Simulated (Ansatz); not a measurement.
A series of calculations on ZrSiH4OF4

### Relaxation

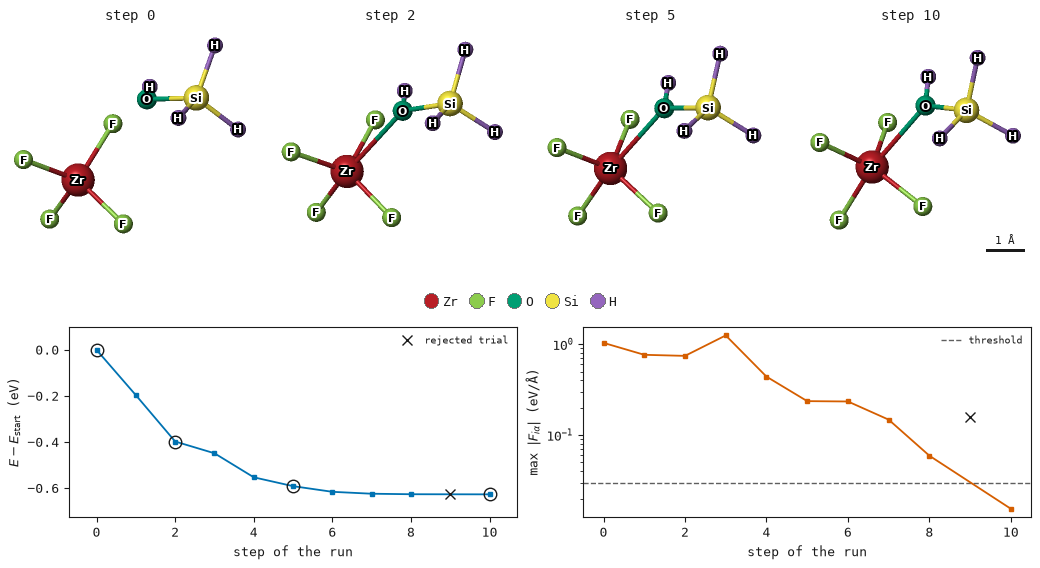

Frames of a relaxation of ZrSiH4OF4, marked on the history of the run. A ball-and-stick model, seen from a free direction.

The run prepares an end point of a later path (reaction) calculation, from a guessed geometry.

Method: RHF/def2-SVP (Ansatz). Set-up: no spin polarisation; force threshold 0.03 eV/Å; at most 50 steps.

Question: What happens along the run?

Answer: The energy falls by 0.627 eV in 9 accepted moves (10 points after the start). The largest force component goes from 1 to 0.015 eV/Å. The line search rejected the trial step at point 9 of the run. The largest move after the best rigid fit is that of an H atom, 0.84 Å. By element the largest moves are H 0.84 Å, F 0.74 Å, Zr 0.57 Å, O 0.49 Å, Si 0.45 Å. Some distances before and after: O–Zr 3.254 → 2.349 Å, H–Zr 3.195 → 2.831 Å, O–Si 1.664 → 1.713 Å, F–Zr 1.898 → 1.930 Å. New bonds form, among them: O–Zr (3.25 → 2.35 Å). Among the angles between lasting bonds that change: F–Zr–F 112.5° → 123.2°, F–Zr–F 105.8° → 99.2°, O–Si–H 110.5° → 105.8°. Groups turn about O–Si by about 25°. From step 0 to 2: Zr and O atoms move most (0.38 Å), energy −0.398 eV. From step 2 to 5: an H atom moves most (0.32 Å), energy −0.194 eV. From step 5 to 10: an H atom moves most (0.29 Å), energy −0.036 eV.

Limits of the set-up: Hartree-Fock leaves out electron correlation.

### Relaxation

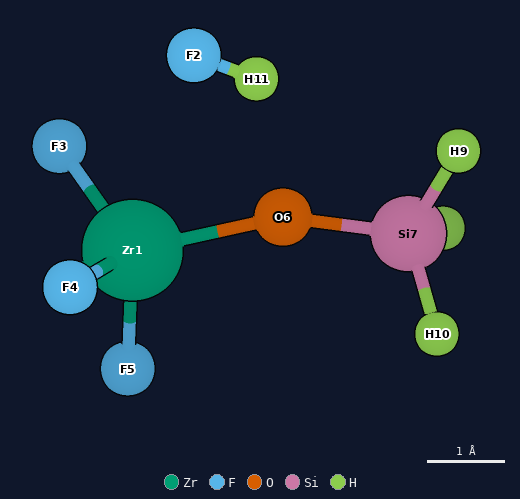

This is the input geometry for a relaxation of ZrSiH$_{4}$OF$_{4}$. Style: ball-and-stick. Shown at a tilt.

The run prepares an end point of a later path (reaction) calculation, from a guessed geometry.

The calculation used RHF/def2-SVP in Ansatz.

Input
```yaml
crystal:
  periodic: [false, false, false]
  atoms:
    - { symbol: Zr, position_ang: [-0.176171, -0.049289, -0.596817] }
    - { symbol: F, position_ang: [-0.733267, 0.770709, 2.413717] }
    - { symbol: F, position_ang: [1.315515, -0.854329, 0.26499] }
    - { symbol: F, position_ang: [-0.003378, 1.836545, -0.766102] }
    - { symbol: F, position_ang: [-0.214178, -0.744462, -2.363424] }
    - { symbol: O, position_ang: [-1.943483, -0.576379, 0.235205] }
    - { symbol: Si, position_ang: [-3.491358, -1.157436, 0.311503] }
    - { symbol: H, position_ang: [-3.500891, -2.618406, 0.087137] }
    - { symbol: H, position_ang: [-4.031115, -0.864949, 1.6599] }
    - { symbol: H, position_ang: [-4.333334, -0.493461, -0.706585] }
    - { symbol: H, position_ang: [-1.496041, 0.318657, 2.205777] }
basis:
  gaussian: { orbitals: def2-SVP }
hamiltonian:
  xc: hf
relax:
  f_tol: 0.03
  max_steps: 50
```

Launched with:
```bash
ansatz run input.yaml --threads 4 --pin off --max-ram 5120MiB --backend cpu --events-out ev --progress --plain --runs-dir out
```

Q: Predict the outcome.

A: The largest move after the best rigid fit is that of F2, 0.56 Å. Largest moves by element: F 0.56 Å, H 0.35 Å, Zr 0.21 Å, Si 0.10 Å, O 0.10 Å. Among the contacts that change: Zr1–F2 3.170 → 2.464 Å, Zr1–H11 3.120 → 2.927 Å, Zr1–O6 2.023 → 1.959 Å, Zr1–F3 1.902 → 1.914 Å. New bonds form, among them: Zr1–F2 (3.17 → 2.46 Å). Among the angles between lasting bonds that change: Zr1–O6–Si7 158.0° → 163.8°, F3–Zr1–F4 112.9° → 117.2°, F3–Zr1–F5 106.4° → 102.5°. After 10 geometry steps the energy has fallen by 26.3 kJ/mol. The largest force component goes from 1.3 to 0.0071 eV/Å.

History of the run:

```tsv
step	E − E(0), kJ/mol	largest force component, eV/Å
0	0.00	1.2618
1	-10.64	1.1444
2	-19.90	1.1141
3	-23.39	0.6155
4	-25.56	0.2069
5	-25.61	0.2132
6	-26.03	0.0836
7	-26.14	0.1045
8	-26.25	0.1171
9	-26.28	0.1003
10	-26.29	0.0071
```

Final geometry:

```xyz
11

Zr   -0.2519   -0.0099   -0.4010
F    -0.4351    0.7518    1.9354
F     1.2032   -0.9602    0.4016
F    -0.0444    1.8800   -0.6233
F    -0.2155   -0.6430   -2.1993
O    -2.0306   -0.5752    0.1933
Si   -3.5540   -1.2119    0.2585
H    -3.5080   -2.6709    0.0275
H    -4.1145   -0.9522    1.6066
H    -4.4184   -0.5722   -0.7553
H    -1.2384    0.5308    2.3012
```

After the run, drawn alike:

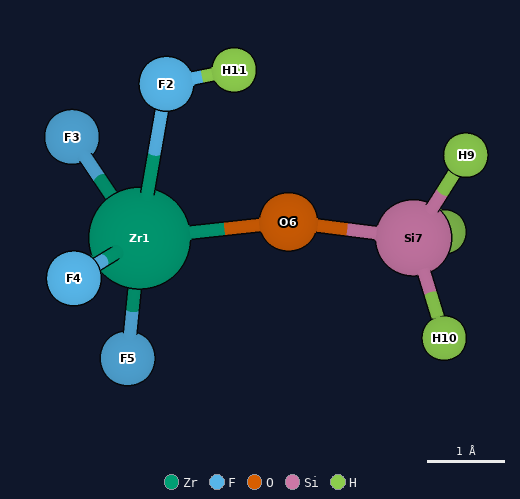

Limits of the set-up: the start holds two separate molecules, 2.2 Å apart at their closest, whose relative position is a soft coordinate and is computed without a dispersion correction; Hartree-Fock leaves out electron correlation.

### Path

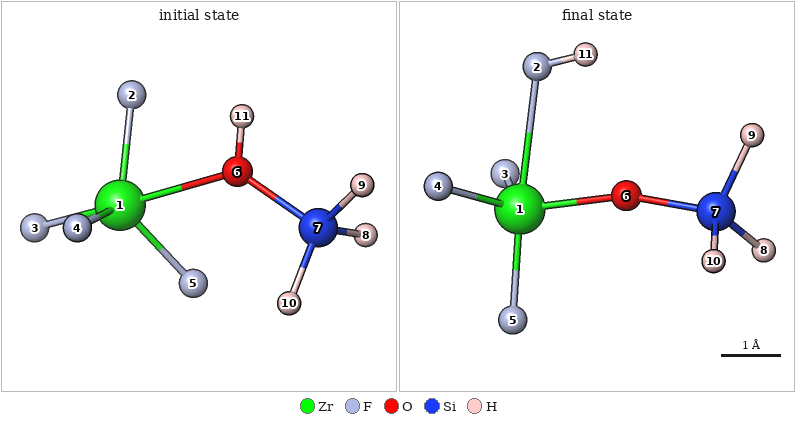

The two relaxed end points of a path for ZrSiH4OF4. The picture is a ball-and-stick view, seen at a tilt.

Method: Ansatz 0.2.0, RHF/def2-SVP.

Settings: 5 movable images; climbing image; force threshold 0.05 eV/Å; iteration limit 60.

Start:
```xyz
11

Zr    0.0030    0.0818    0.0123
F     0.3201   -0.1118    1.9041
F     1.8097    0.0585   -0.6058
F    -0.5957    1.8228   -0.5003
F    -0.7145   -1.3314   -1.0897
O    -2.1377   -0.2816    0.9080
Si   -3.5167   -1.0019    0.1924
H    -3.3634   -2.4632    0.2116
H    -4.6615   -0.5943    1.0289
H    -3.6129   -0.4581   -1.1660
H    -2.1381   -0.1536    1.8498
```

End:
```xyz
11

Zr   -0.2311    0.0033   -0.3441
F    -0.4896    0.7086    2.0029
F     1.1962   -0.9686    0.4822
F    -0.0148    1.8976   -0.5138
F    -0.1368   -0.5863   -2.1551
O    -2.0288   -0.5732    0.1782
Si   -3.5540   -1.2087    0.1784
H    -3.5019   -2.6618   -0.0862
H    -4.1579   -0.9807    1.5134
H    -4.3844   -0.5433   -0.8473
H    -1.3046    0.4802    2.3368
```

Predict the minimum-energy path and its barrier.

Answer. The highest point, image 4, lies 98.0 kJ/mol above the start and 32.8 kJ/mol above the end; the end is at +65.2 kJ/mol relative to the start. A hydrogen atom shifts from one atom to another. Breaking: O6–H11 (0.95 → 1.23 at the top → 2.51 Å). Forming: F2–H11 (2.46 → 1.10 at the top → 0.91 Å). The band converged in 20 iterations. The largest component of the band force went from 8 to 0.035 eV/Å. The climbing image converged on the top of the path. Its vibrational analysis gives one imaginary mode (1128i cm⁻¹), as a transition state must have.

Energies of the converged images:

```csv
image,path (Å),E (kJ/mol)
0,0.00,0.0
1,0.84,2.9
2,1.67,9.1
3,2.51,18.6
4,3.34,98.0
5,4.01,69.0
6,4.67,65.2
```

The geometry at the top of the path:

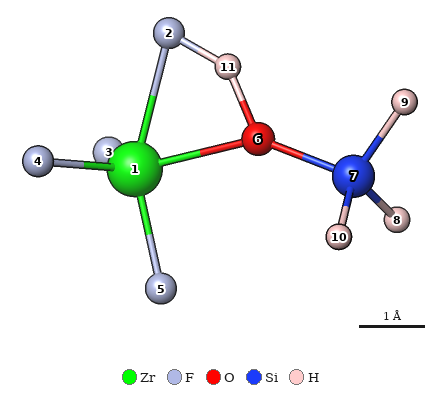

Limits of the set-up: Hartree-Fock leaves out electron correlation.
